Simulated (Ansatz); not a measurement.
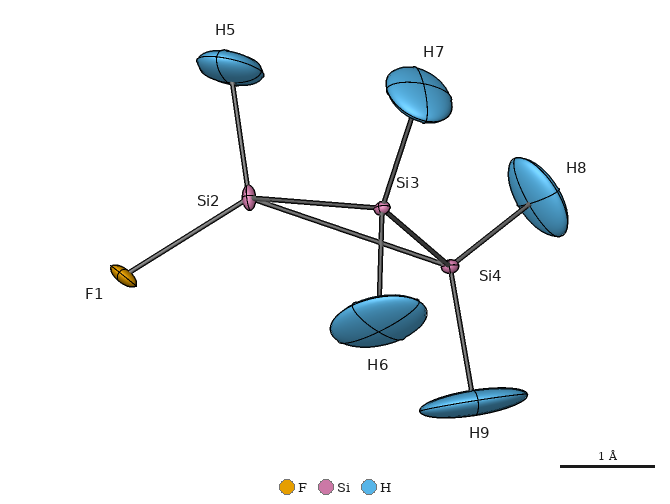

Displacement ellipsoids at the 50 % level, from the internal vibrations of the free molecule (harmonic, no overall translation or rotation; no half-axis is drawn under 0.075 Å). Vibrations computed with RKS PBE0-D4/def2-TZVP (Ansatz 0.2.0). Temperature: 400 K.

**Which atom moves most?**

H6, H9, with U_eq = 0.0748 Å².

**Does H9 move more along its bond or across it?**

Across it: the root-mean-square amplitude is 0.089 Å along the bond and up to 0.379 Å across, since bending and torsion are softer than stretching.

Give the displacement parameters, one line for each set of equivalent atoms.

| atom | U_eq (Å²) | rms amplitudes (Å) |
| --- | --- | --- |
| F1 | 0.0085 | 0.032, 0.104, 0.117 |
| Si2 | 0.0042 | 0.033, 0.056, 0.091 |
| Si3, Si4 | 0.0020 | 0.028, 0.038, 0.061 |
| H5 | 0.0491 | 0.104, 0.230, 0.290 |
| H6, H9 | 0.0745 | 0.088, 0.271, 0.377 |
| H7, H8 | 0.0553 | 0.096, 0.238, 0.316 |
